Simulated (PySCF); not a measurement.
# H4N2O2W (charge +1, doublet): what the fields show

Input file:

```
{"job": {"kind": "sp", "xc": "B3LYP", "basis": "ma-def2-SVP", "d3": "d3bj", "grid": 2}, "charge": 1, "multiplicity": 2}
W      0.538170    -0.198120     0.362249
O      0.461741    -0.477700     2.055132
O      2.115305    -0.487195    -0.254210
N      0.041497     1.720739     0.001232
H      0.440938     2.299955    -0.760456
H     -0.545873     2.306347     0.623349
N     -0.752738    -1.443426    -0.554036
H     -1.591238    -1.858452    -0.107491
H     -0.604044    -1.862195    -1.490864
```

Run with:

```sh
OMP_NUM_THREADS=1 python redox_run.py task.json out
```

Geometry: BP86-D3(BJ)/def2-SVP; core potentials replace the inner electrons of W.

Method: PySCF, DFT single point, gas phase, functional B3LYP.

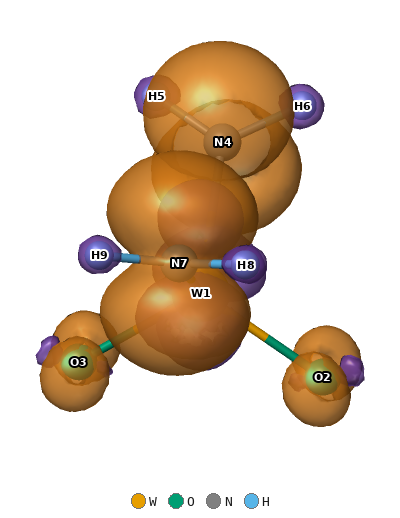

Figure 1. Isosurfaces of the spin density (α minus β) at +0.02 (orange) and −0.02 e/Å³ (purple), seen at an oblique angle.

**Describe the spin distribution.**

The unpaired spin (1 electron) lies mostly on N4 (about 0.5) and N7 (about 0.5), in electrons by Hirshfeld's partition, with opposite, polarisation-induced spin on W1.

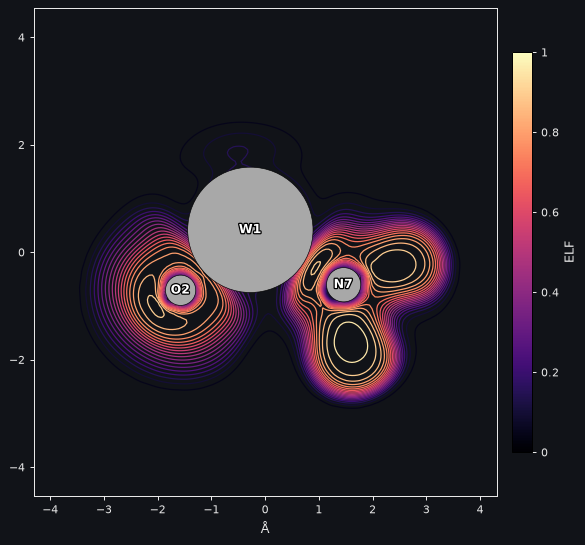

Figure 2. Electron localisation function on the plane of atoms O2, W1 and N7. Grey discs cover the atomic cores.

**What does the map show?**

- The section cuts through W, O and N sites.
- W–O (1.72 Å): the ELF peaks at about 0.80 in the valence shell of O, 0.5 Å from its nucleus, and drops to about 0.40 between the two atoms.
- W–N (2.01 Å): the ELF peaks at about 0.90 in the valence shell of N, 0.6 Å from its nucleus, and is about 0.30 at the midpoint.

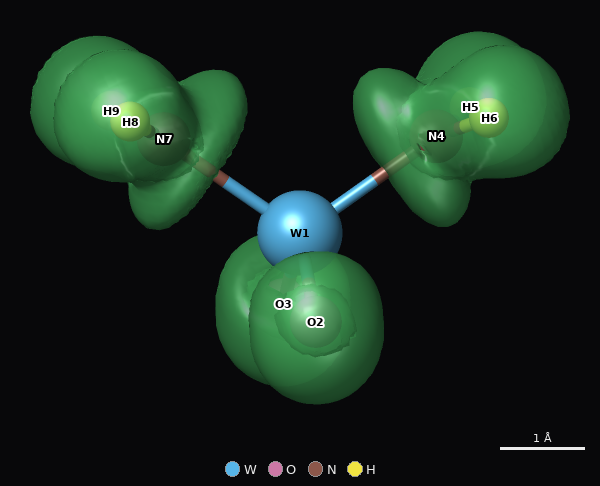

Figure 3. Isosurface of the electron localisation function at 0.75 (green), seen across its widest extent. Only the valence region is drawn (cores and ρ < 0.01 e/Å³ removed).

**Describe the localisation domains.**

At this value the surface marks out two regions wrapped around O (the valence shell of each) and two joined regions spread over several atoms (H, N), in which their bonds and any lone pairs are merged.
